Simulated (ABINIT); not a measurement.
Band structure of TaS₂ (R-3m, 3 atoms in the cell).

```xyz
3
Lattice="1.6917 0.9767 6.3514 -1.6917 0.9767 6.3514 0.0000 -1.9534 6.3514" Properties=species:S:1:pos:R:3 pbc="T T T"
Ta     0.0000     0.0000     0.0000
S      0.0000     0.0000    14.2169
S      0.0000     0.0000     4.8374
```

Computed with PBEsol, norm-conserving pseudopotentials (PseudoDojo nc-sr-04 PBEsol standard) (plane waves; ABINIT).

Settings: pseudos = [Ta.upf, S.upf]; ecut = 789 eV; occopt = 7; tsmear = 0.1 eV; ngkpt = 8 8 8; nshiftk = 1; shiftk = 0 0 0; potentials = PseudoDojo nc-sr-04 PBEsol standard; kptopt = 1; nstep = 80; tolvrs1 = 1e-12; ndtset = 2; getden2 = 1.

The starting cell comes from a database of computed structures (which also holds hypothetical and non-ambient phases and stackings), without a prior relaxation at this level. Spin-orbit coupling is off. Spin polarisation is off; with an odd number of electrons in the cell that forces a metal, and a magnetic state may lie lower.

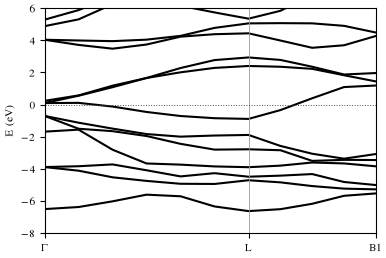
*Bands along the path, energies from the Fermi level.*

Levels in eV from the Fermi level, bands 10 to 17:
```tsv
point	10	11	12	13	14	15	16	17
Γ	-1.69	-0.71	-0.71	0.09	0.09	0.23	4.03	4.03
L	-3.90	-2.79	-1.89	-0.90	2.40	2.93	4.43	5.05
B1	-3.85	-3.46	-3.08	1.18	1.44	1.96	4.27	4.48
```

Bands cross the Fermi level along this path, so the cell is metallic at this level.
